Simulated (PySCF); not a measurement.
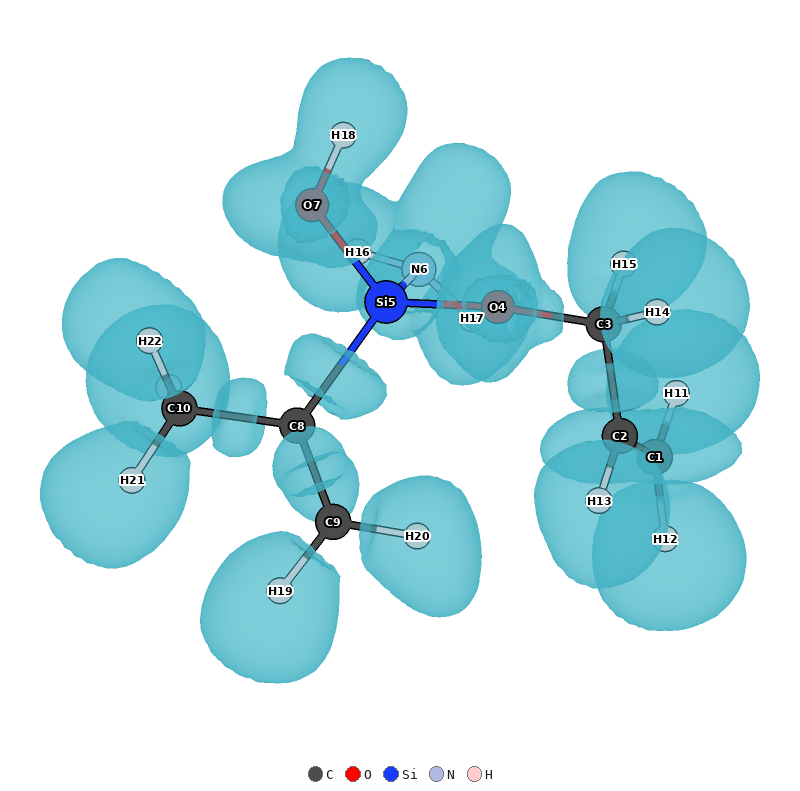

*C6H13NO2Si. Isosurface of the electron localisation function at 0.75 (cyan), seen across its widest extent. Only the valence region is drawn (cores and ρ < 0.01 e/Å³ removed).*

Geometry: GFN2-xTB.

Method: PySCF 2.14.0, PBE0/pcSseg-1, SCF density, gas phase, non-relativistic.

```json
{"atom": "C", "x (Å)": "2.7865", "y (Å)": "0.8103", "z (Å)": "-1.2150"}
{"atom": "C", "x (Å)": "2.1678", "y (Å)": "-0.3465", "z (Å)": "-1.0759"}
{"atom": "C", "x (Å)": "2.0786", "y (Å)": "-1.1067", "z (Å)": "0.2105"}
{"atom": "O", "x (Å)": "0.7549", "y (Å)": "-1.3765", "z (Å)": "0.5870"}
{"atom": "Si", "x (Å)": "-0.4035", "y (Å)": "-0.3242", "z (Å)": "1.0427"}
{"atom": "N", "x (Å)": "0.3749", "y (Å)": "1.1197", "z (Å)": "1.6196"}
{"atom": "O", "x (Å)": "-1.2262", "y (Å)": "-0.9997", "z (Å)": "2.2734"}
{"atom": "C", "x (Å)": "-1.7442", "y (Å)": "-0.0593", "z (Å)": "-0.2673"}
{"atom": "C", "x (Å)": "-1.5704", "y (Å)": "-0.2695", "z (Å)": "-1.5644"}
{"atom": "C", "x (Å)": "-3.0606", "y (Å)": "0.4309", "z (Å)": "0.2573"}
{"atom": "H", "x (Å)": "3.2997", "y (Å)": "1.2801", "z (Å)": "-0.3912"}
{"atom": "H", "x (Å)": "2.8256", "y (Å)": "1.3279", "z (Å)": "-2.1585"}
{"atom": "H", "x (Å)": "1.6598", "y (Å)": "-0.8076", "z (Å)": "-1.9109"}
{"atom": "H", "x (Å)": "2.5681", "y (Å)": "-2.0824", "z (Å)": "0.0952"}
{"atom": "H", "x (Å)": "2.5820", "y (Å)": "-0.5500", "z (Å)": "1.0092"}
{"atom": "H", "x (Å)": "-0.2036", "y (Å)": "1.8085", "z (Å)": "2.0732"}
{"atom": "H", "x (Å)": "1.0055", "y (Å)": "1.5856", "z (Å)": "0.9869"}
{"atom": "H", "x (Å)": "-0.7462", "y (Å)": "-1.3517", "z (Å)": "3.0189"}
{"atom": "H", "x (Å)": "-2.3590", "y (Å)": "-0.1032", "z (Å)": "-2.2840"}
{"atom": "H", "x (Å)": "-0.6367", "y (Å)": "-0.6260", "z (Å)": "-1.9631"}
{"atom": "H", "x (Å)": "-3.8091", "y (Å)": "0.4867", "z (Å)": "-0.5306"}
{"atom": "H", "x (Å)": "-3.4070", "y (Å)": "-0.2378", "z (Å)": "1.0414"}
{"atom": "H", "x (Å)": "-2.9418", "y (Å)": "1.4182", "z (Å)": "0.7016"}
```

Q: What do the ELF domains correspond to?

A: At this value the surface marks out four regions between bonded C–C atoms (shared pairs), one region between bonded C–Si atoms (shared pairs), ten regions around hydrogen nuclei, one region on O in which the atom's valence shell and bonds are merged, one joined region spread over several atoms (H, N), in which their bonds and any lone pairs are merged and one joined region spread over several atoms (H, O), in which their bonds and any lone pairs are merged. Along the contacts the grid gives the following. C–C (1.32 Å): the ELF peaks at about 0.95 between the atoms; a short, multiple covalent bond. C–O (1.40 Å): the ELF peaks at about 0.90 between the atoms, as expected for a polar covalent bond.
